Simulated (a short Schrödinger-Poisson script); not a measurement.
Structure: symmetric double-gate stack, SiO2 on p-type Si(100), at 400 K.

```
layer  material  thickness (nm)  Na (cm⁻³)
-----  --------  --------------  ---------
1          SiO2             3.2          -
2            Si              10       3e16
3          SiO2             3.2          -
```

The device is made up for the run: typed textbook-type constants, with dimensions and the other settings drawn at random. SiO2: permittivity 3.9, conduction-band edge (eV) 3.15, gap (eV) 9, electron mass (mₑ) 0.5. Si: permittivity 11.7, conduction-band edge (eV) 0, gap (eV) 1.124, Nv at 300 K (cm⁻³) 3.1e19.

Channel valleys (confinement mass, in-plane density-of-states mass, number): Δ2 0.916, 0.19, 2; Δ4 0.19, 0.417, 4. At the gates, both at one voltage, the conduction-band edge of layer 1 lies 3.37 eV − eVg above the Fermi level of the channel. Gaps are held at their typed values at every temperature. Mesh 0.03 nm at interfaces.

Solved with a short Schrödinger-Poisson script written for these runs: 1D Poisson equation in equilibrium, electrons quantum, Hartree (BenDaniel-Duke, 12 states a valley, the channel's in-plane mass for all, wave functions ending at the dielectric), parabolic valleys, classical holes, full ionisation, no traps, pinning or gate leakage.

Only gate voltages with over 1e8 electrons/cm² are shown.

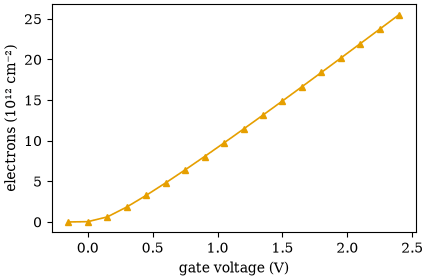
*Sheet density against gate voltage*

| Vg (V) | electrons (cm⁻²) | C (μF/cm²) | Δ2 E0 (meV) | Δ2 E1 (meV) | Δ4 E0 (meV) | Δ4 E1 (meV) |
|---|---|---|---|---|---|---|
| -0.15 | 5.51e8 | < 0.003 | 376.9 | 389.1 | 392.6 | 451.9 |
| 0 | 3.86e10 | 0.164 | 230.5 | 242.6 | 246.2 | 305.3 |
| 0.15 | 6.19e11 | 1.08 | 135.3 | 145.1 | 151.2 | 208.0 |
| 0.3 | 1.84e12 | 1.46 | 97.9 | 103.9 | 115.2 | 167.7 |
| 0.45 | 3.28e12 | 1.60 | 76.6 | 79.7 | 97.2 | 145.6 |
| 0.6 | 4.81e12 | 1.68 | 60.5 | 62.1 | 86.0 | 130.7 |
| 0.75 | 6.41e12 | 1.73 | 47.2 | 48.0 | 78.3 | 119.8 |
| 0.9 | 8.06e12 | 1.77 | 35.7 | 36.1 | 72.5 | 111.4 |
| 1.05 | 9.73e12 | 1.80 | 25.5 | 25.8 | 67.9 | 104.6 |
| 1.2 | 1.14e13 | 1.83 | 16.4 | 16.6 | 64.2 | 98.9 |
| 1.35 | 1.32e13 | 1.85 | 8.2 | 8.3 | 61.1 | 94.1 |
| 1.5 | 1.49e13 | 1.86 | 0.6 | 0.6 | 58.4 | 89.9 |
| 1.65 | 1.66e13 | 1.88 | -6.5 | -6.5 | 56.1 | 86.2 |
| 1.8 | 1.84e13 | 1.89 | -13.2 | -13.2 | 53.9 | 82.9 |
| 1.95 | 2.02e13 | 1.90 | -19.5 | -19.5 | 52.0 | 79.8 |
| 2.1 | 2.20e13 | 1.90 | -25.5 | -25.5 | 50.3 | 77.0 |
| 2.25 | 2.37e13 | 1.91 | -31.3 | -31.3 | 48.6 | 74.4 |
| 2.4 | 2.55e13 | 1.92 | -36.9 | -36.9 | 47.1 | 72.0 |

Subbands count from the Fermi level. The capacitance is that of both gates.
